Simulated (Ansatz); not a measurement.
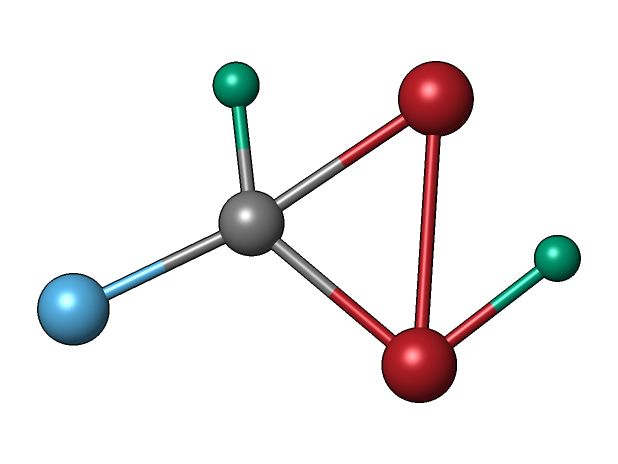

Rendered structure (ball-and-stick style). Every bond is drawn as one stick, whatever its order. Colours: silicon red, boron grey, chlorine blue, hydrogen teal.

The geometry was computed by an optimisation with PBE0-D4/def2-TZVP. No frequency run is at hand to confirm it as a minimum.

Describe the molecule.

It has 6 atoms: 1 boron, 1 chlorine, 2 hydrogen and 2 silicon (BClH₂Si₂). This geometry has Cs symmetry. All atoms lie on one plane.

The parts below concern this one geometry. Atoms keep their numbers from picture to picture.

**Electronic properties**

No frequency run is at hand to confirm it as a minimum. Properties computed with RKS PBE0-D4/def2-TZVPP (Ansatz 0.2.0).

Give the HOMO–LUMO gap at this level.

Answer. 4.78 eV.

Estimate the HOMO energy (Kohn–Sham orbital).

Answer. −6.98 eV.

**Dipole moment**

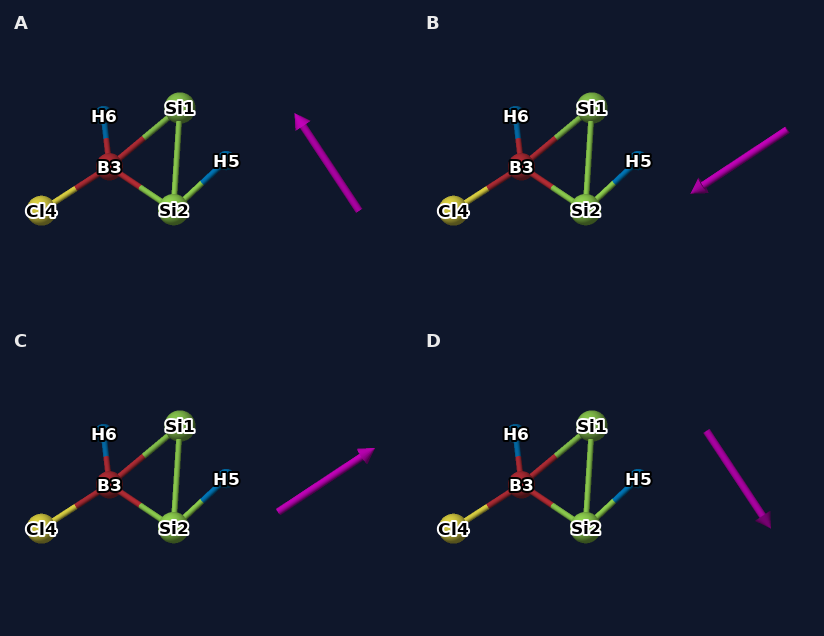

The same molecule four times, each with an arrow. No frequency run is at hand to confirm it as a minimum. Properties computed with RKS PBE0-D4/def2-TZVP (Ansatz 0.2.0).

Which arrow points along the dipole moment, from the negative to the positive end?

Answer. C. The dipole moment is 1.08 D; it points from the side of Cl4 to the side of H5 (the outermost atoms at the two ends).

**Charges**

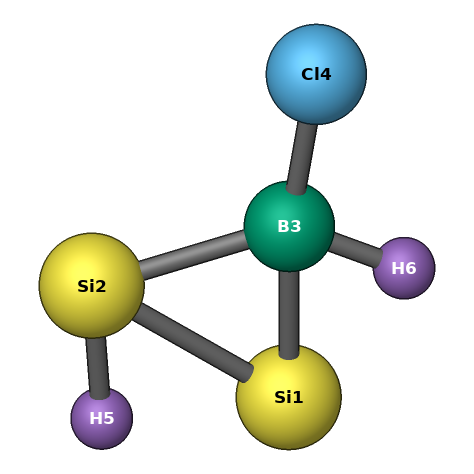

The questions are on Mulliken charges. No frequency run is at hand to confirm it as a minimum. Properties computed with RKS PBE0-D4/def2-TZVP (Ansatz 0.2.0).

List the Mulliken charges.

```csv
atom,value (e)
Si1,−0.07
Si2,−0.03
B3,−0.04
Cl4,−0.10
H5,0.09
H6,0.14
```

Mulliken values depend strongly on the basis set and can even reverse the polarity of a bond.
